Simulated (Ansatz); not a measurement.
## Electronic structure of Cl4H2OSi···HF in real space

Input

```
crystal:
  periodic: [false, false, false]
  atoms:
    - {symbol: Si, position_ang: [-0.901738, 0.622934, 0.039286]}
    - {symbol: Cl, position_ang: [-0.119055, -0.345920, 1.900178]}
    - {symbol: Cl, position_ang: [-1.163540, 1.524830, -1.908355]}
    - {symbol: Cl, position_ang: [-2.366381, -0.781596, -0.193128]}
    - {symbol: Cl, position_ang: [-1.280542, 2.348611, 1.063627]}
    - {symbol: H, position_ang: [1.268397, -0.584009, -0.308713]}
    - {symbol: O, position_ang: [0.734634, 0.204195, -0.627641]}
    - {symbol: H, position_ang: [1.232269, -1.572453, 1.170032]}
    - {symbol: F, position_ang: [1.828490, -1.793373, 0.448121]}
    - {symbol: H, position_ang: [0.767266, 0.376683, -1.583609]}
basis:
  gaussian: {orbitals: def2-TZVPP}
hamiltonian: {xc: pbe0, dispersion: d4}
output: {orbitals: {seedname: orbitals}}
```

Run with:

```sh
ansatz run in.yaml --threads 4 --pin off --events-out ev --progress --plain --max-ram 46080MiB --backend cuda --devices 0, --max-vram 37GiB
```

The reactant side of a reaction path; geometry: PBE0-D4/def2-TZVP.

These are results of RKS PBE0-D4/def2-TZVPP (Ansatz 0.2.0), not measurements.

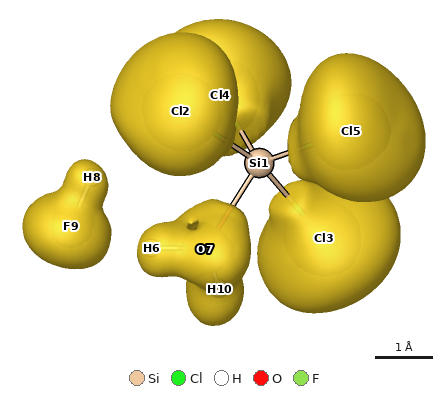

Figure 1. Isosurface of the ELF at 0.75 (yellow), seen at a tilt. Only the valence region is drawn (cores and ρ < 0.01 e/Å³ removed).

Question: Identify the bonds, lone pairs and shells in this picture.

Answer: The surface consists of four regions on Cl in which the atom's valence shell and bonds are merged, one joined region spread over several atoms (F, H), in which their bonds and any lone pairs are merged and one joined region spread over several atoms (H, O), in which their bonds and any lone pairs are merged.


F9···H6 (1.53 Å): the ELF dips to about 0.20 between them: by its geometry a hydrogen bond between the two molecules, with no shared pair. Si–O (1.82 Å): the ELF peaks at about 0.90 between the atoms (a shared but strongly polarised pair).

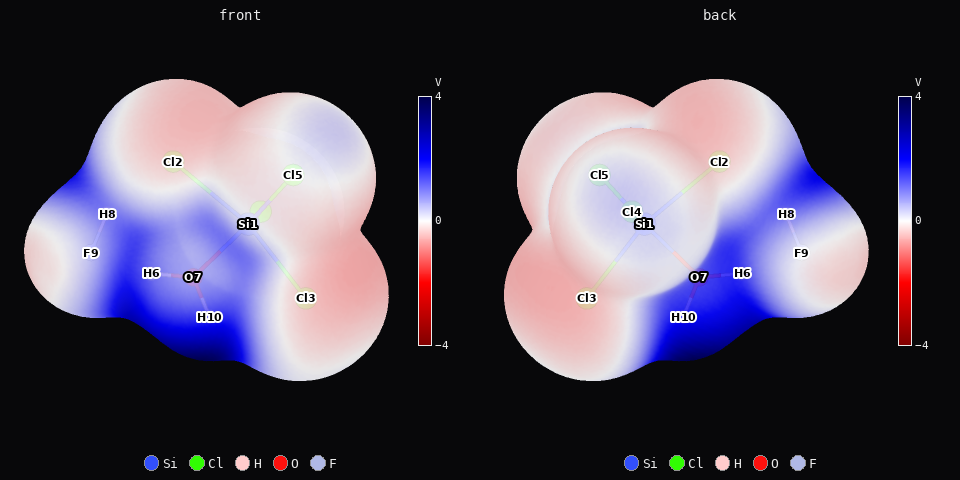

Figure 2. The electrostatic potential painted on the density surface at 0.002 e/bohr³, seen from the front and from behind; red is negative and blue positive.

Question: Which sites attract a positive test charge, and which a negative one?

Answer: A positive charge is drawn to the negative regions and a negative charge to the positive ones. The most negative region (about −0.6 V, or −14 kcal/mol for a unit charge) lies over Cl3 and Cl5, the most positive (about +3.7 V, or +85 kcal/mol for a unit charge) over H10. Cl2 shows a σ-hole: about +0.4 V, or +9 kcal/mol for a unit charge at the tip opposite its bond, against about 0.0 V on its flanks. Cl4 shows a σ-hole: about +0.4 V, or +9 kcal/mol for a unit charge at the tip opposite its bond, against about −0.3 V on its flanks. Cl5 shows a σ-hole: about +0.3 V, or +7 kcal/mol for a unit charge at the tip opposite its bond, against about −0.3 V, or −7 kcal/mol for a unit charge on its flanks.

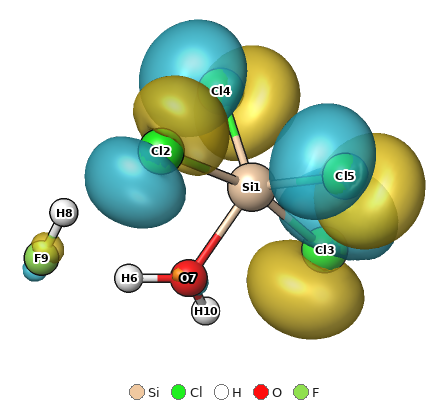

Figure 3. The HOMO−1 at ±0.1 Å⁻³ᐟ² (yellow and cyan are the two phases), seen at an oblique angle.

Question: What is the character of this orbital?

Answer: Its weight (Hirshfeld) is mainly on Cl3 (about 25 %), Cl5 (about 25 %), Cl4 (about 25 %) and Cl2 (about 15 %); largely a combination of lone pairs on Cl3, Cl5, Cl4 and Cl2. Its energy is −8.83 eV.

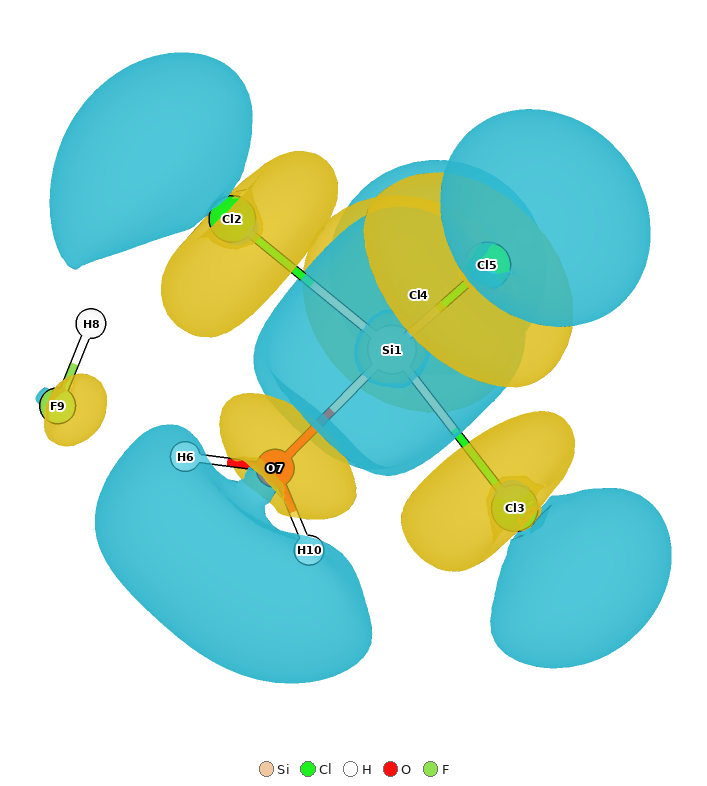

Figure 4. The LUMO at ±0.05 Å⁻³ᐟ² (yellow and cyan are the two phases), seen across its widest extent.

Question: Where does this orbital lie, and at what energy?

Answer: It lies mainly on Si1 (about 30 %), Cl5 (about 15 %), Cl4 (about 15 %), Cl2 (about 15 %), Cl3 (about 10 %) and O7 (about 10 %). Its energy is −0.98 eV.
